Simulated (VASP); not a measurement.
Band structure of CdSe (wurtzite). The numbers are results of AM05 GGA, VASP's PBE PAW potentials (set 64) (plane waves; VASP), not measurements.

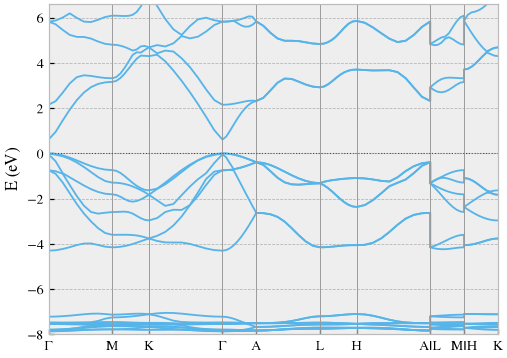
Bands along high-symmetry lines, zero at the valence-band maximum or, without a gap, the Fermi level

### Question
Read the plot: is there a gap, and where are the band edges?

### Answer
The gap is direct, 0.61 eV, from the valence maximum at Γ to the conduction minimum at Γ. (Edges off the drawn lines would not show.)

Measured: gap 1.73 eV (computed value off by -1.12 eV), as given by Abedi et al., (2022), arXiv:2211.14644.

The compound is CdSe in the wurtzite structure. It was relaxed first.
